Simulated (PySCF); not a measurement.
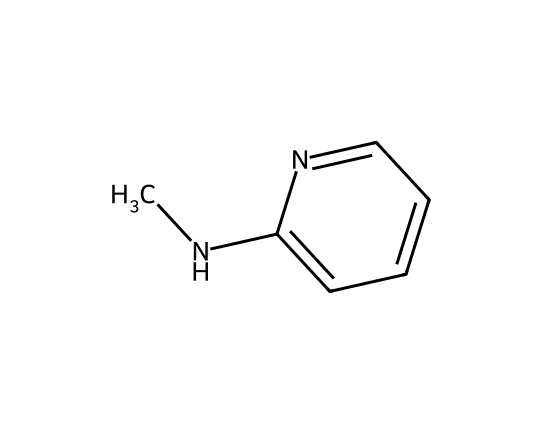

2D structure.

**Transcribe the drawing into SMILES.**

CNc1ccccn1

**Give the formula, hydrogens included.**

C6H8N2.

**An optimisation with GFN2-xTB gave a structure of which point group?**

C1. Other conformers may differ.

The parts below concern this one geometry. Atoms keep their numbers from picture to picture. The computed structure is the end point of a GFN2-xTB optimisation. No frequency run is at hand to confirm it as a minimum.

### Shape

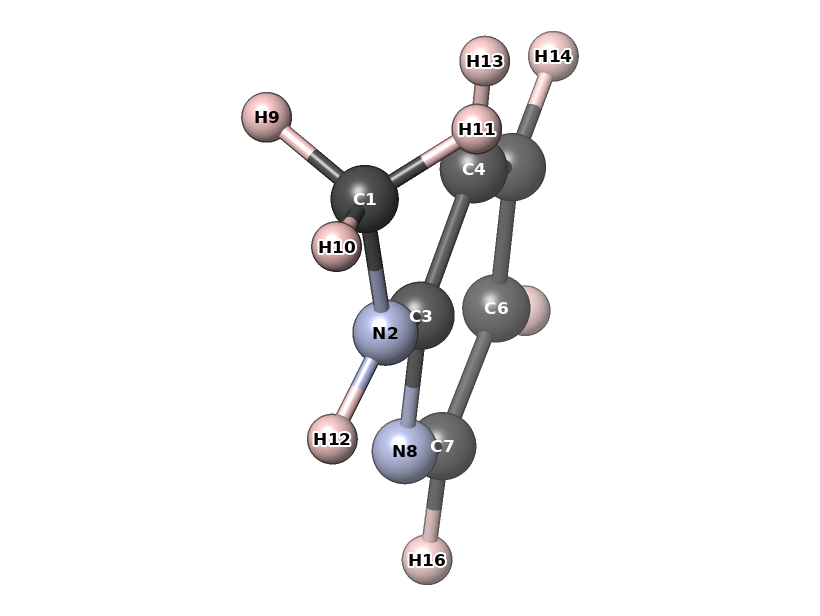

C3 lies behind N2. The molecule seen a little off the N2–C3 bond, N2 in front. Distant atoms are faded towards the background colour. No frequency run is at hand to confirm it as a minimum.

**What is the torsion angle C1–N2–C3–N8? The sign is positive where the front bond must turn clockwise to cover the back bond.**

−168°, antiperiplanar (anti).

### NMR shielding

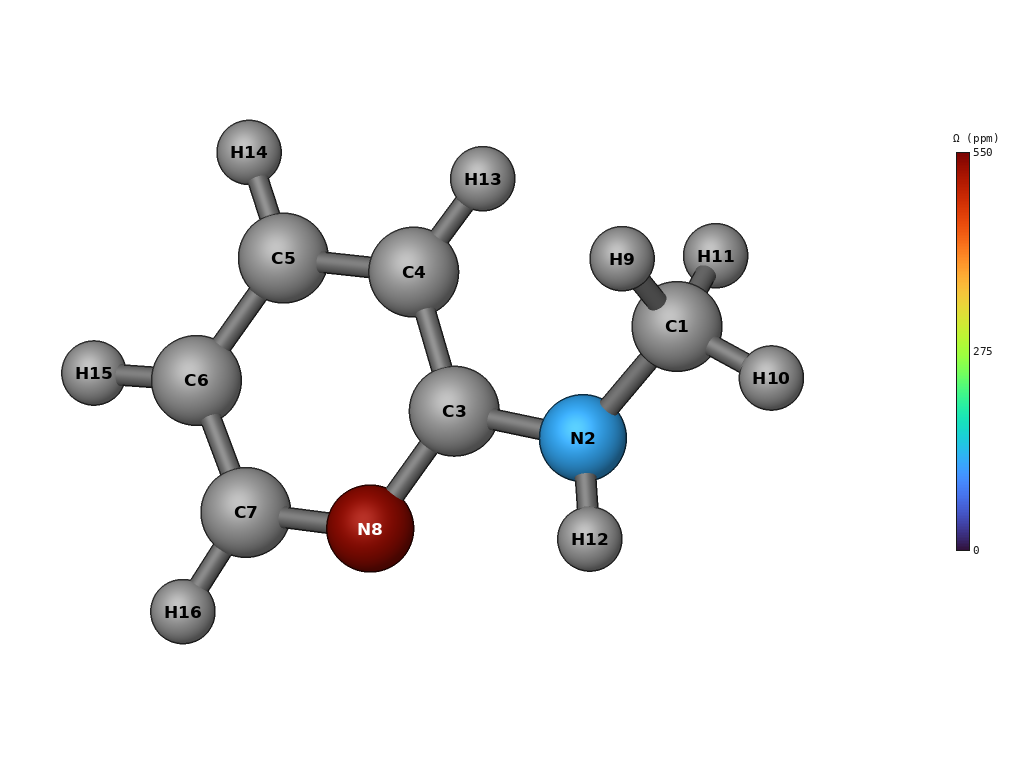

The N atoms are coloured by the span of their shielding tensor. No frequency run is at hand to confirm it as a minimum. Level of theory: GIAO PBE0/pcSseg-1 NMR shielding, non-relativistic, gas phase (PySCF 2.14.0). Principal shieldings σ11 ≤ σ22 ≤ σ33, span Ω = σ33 − σ11, skew κ = 3(σiso − σ22)/Ω.

**Which N atom has the most anisotropic shielding?**

N8, with a span of 534 ppm.

Give the shielding tensors of the N atoms.

```
atom     σ11     σ22    σ33   σiso      Ω     κ
  N2   128.0   155.7  251.2  178.3  123.2  0.55
  N8  −273.5  −107.4  260.4  −40.2  533.9  0.38
```

Shieldings and span in ppm.

### Dipole moment

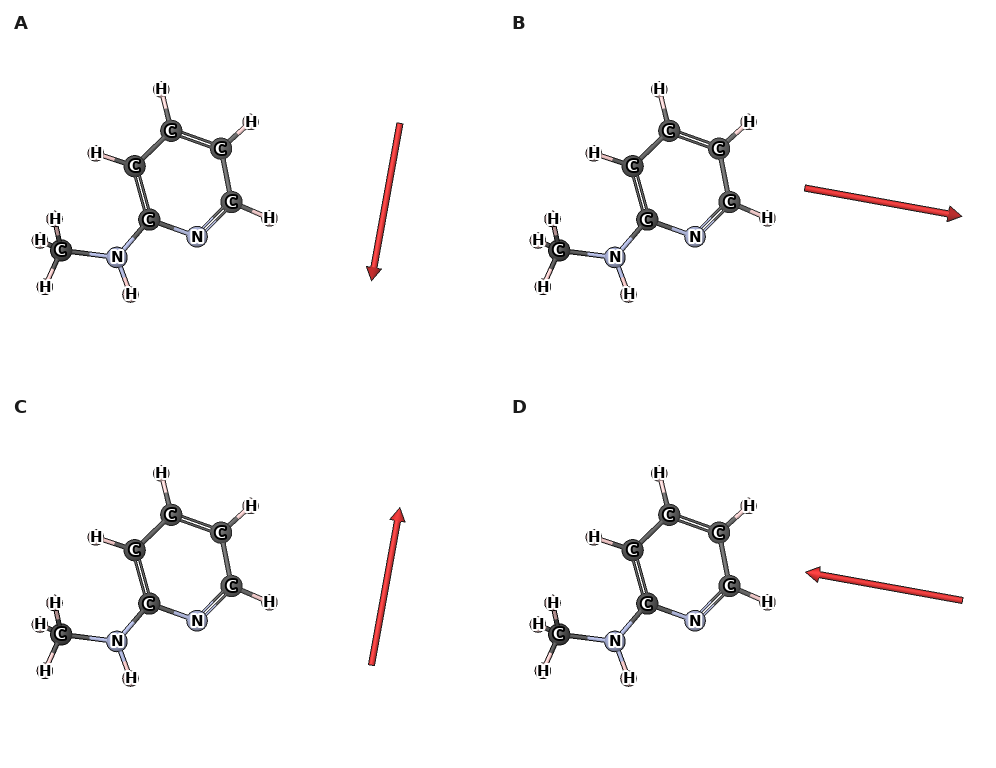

The same molecule four times, each with an arrow. No frequency run is at hand to confirm it as a minimum. Level of theory: PBE0/pcSseg-1, gas phase (PySCF 2.14.0).

**Which arrow points along the dipole moment, from the negative to the positive end?**

D. The dipole moment is 2.04 D.

### Ring current

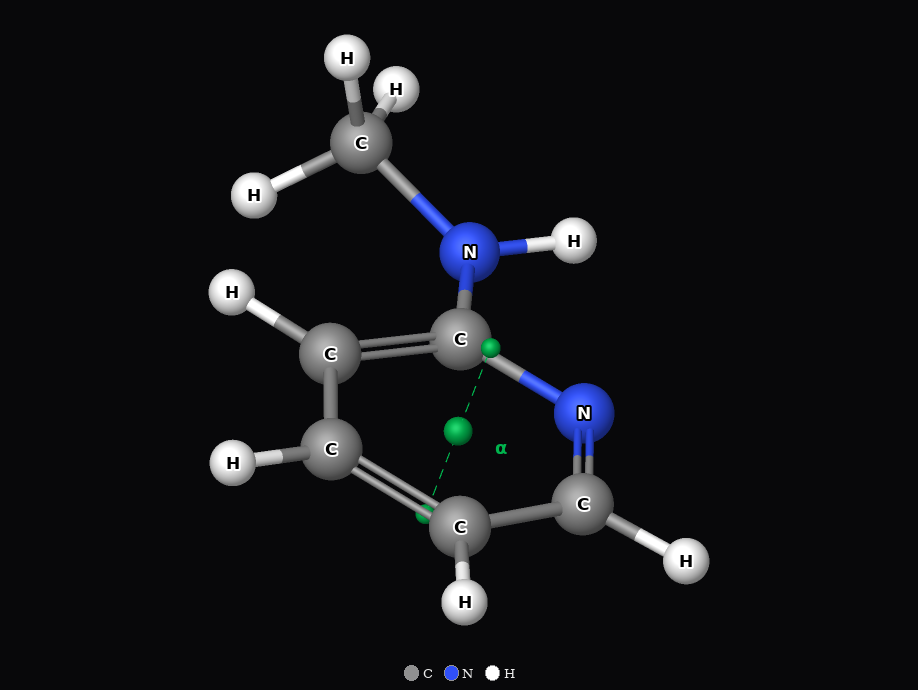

The small points mark where nucleus-independent chemical shifts (NICS) were computed: at the centre of each lettered ring and 1 Å above and below it. No frequency run is at hand to confirm it as a minimum. Properties computed with GIAO PBE0/pcSseg-1 NMR shielding, non-relativistic, gas phase (PySCF 2.14.0).

Give NICS(0), NICS(1) and the out-of-plane component NICS(1)zz for each ring (means of the two sides).

```csv
ring,members,NICS(0),NICS(1),NICS(1)zz
α,C5N,−6.3,−9.5,−22.9
```

Values in ppm.

**What do the values say about the ring currents?**

Ring α: diatropic, as in an aromatic ring. NICS is one index among several.
